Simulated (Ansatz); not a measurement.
The relaxed structure here is a generated cell of CdO: the first start was made by placing the elements on the sites of a structure type, and the end was not matched to a known phase here, so it may be hypothetical. Known forms of CdO include space group No. 225.

One stationary structure of CdO. Space group Cmc2₁ (No. 36). Calculation: PBEsol (plane waves to 420 eV, PAW, scalar-relativistic; Ansatz, a quantum-chemistry and plane-wave program).

Space group Cmc2₁ (No. 36); a = 3.1430 Å, b = 6.2894 Å, c = 5.6175 Å, α = 90.00°, β = 90.00°, γ = 90.00°

```tsv
atom	site	symmetry	x	y	z
Cd	4a	m..	0.0000	0.1044	0.9832
O	4a	m..	0.0000	0.5978	0.2778
```
(The calculation used a cell of 4 atoms; values per cell refer to that cell.)

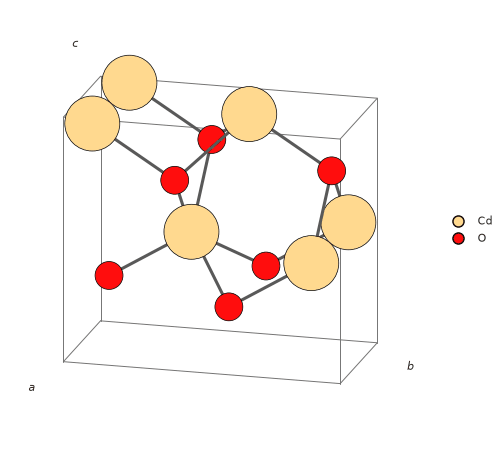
Fig. 1. The conventional cell of the relaxed structure

```json
{
 "volume_per_atom": "13.88 Å³",
 "band_gap": "zero (metallic)",
 "shortest_distances": "Cd–O 2.20 Å; O–O 3.07 Å; Cd–Cd 3.10 Å",
 "k-mesh": "12×12×6"
}
```

Band energies at high-symmetry points (eV from the Fermi level; labels of this space group; no spin-orbit coupling), from −5 eV up to 1.7 eV:

```tsv
point	energies
Γ	-4.18 -1.67 -0.97 -0.88 -0.71 -0.40 -0.23
Y	-4.30 -3.21 -2.64 -2.49 -1.89 -0.12
C0	-3.98 -3.24 -2.52 -1.96 -1.82 -0.70
Σ0	-3.98 -3.24 -2.52 -1.96 -1.82 -0.70
Z	-3.27 -3.27 -0.91 -0.91 -0.62 -0.62
A0	-3.43 -3.43 -3.03 -3.03 -0.84 -0.84
E0	-3.43 -3.43 -3.03 -3.03 -0.84 -0.84
T	-4.23 -4.23 -1.72 -1.72 -0.95 -0.95
```

No spin polarisation in the result.

It was reached from a disturbed copy of a Pm-3m (No. 221) cell (CsCl type), against which it lies -0.31 eV/atom.
